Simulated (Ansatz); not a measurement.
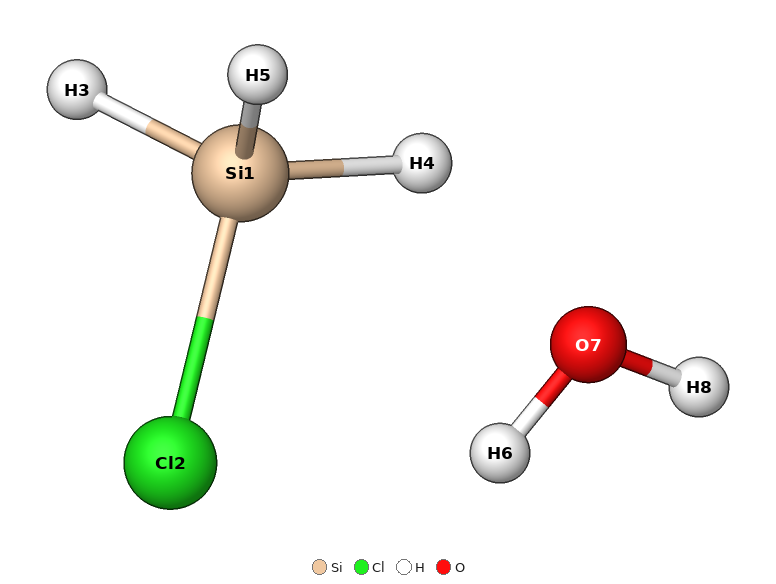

Harmonic vibrations computed with RKS PBE0-D4/def2-TZVP (Ansatz 0.2.0) at a stationary point of the same level.

How many imaginary frequencies does it have?

Answer. A minimum: no imaginary frequency, and the lowest mode lies at 75 cm⁻¹.

How many vibrational modes are there, and where do they lie?

Answer. 18 modes: 75, 99, 115, 150, 211, 281, 535, 650, 653, 930, 941, 958, 1628, 2245, 2270, 2288, 3833, 3941 cm⁻¹.
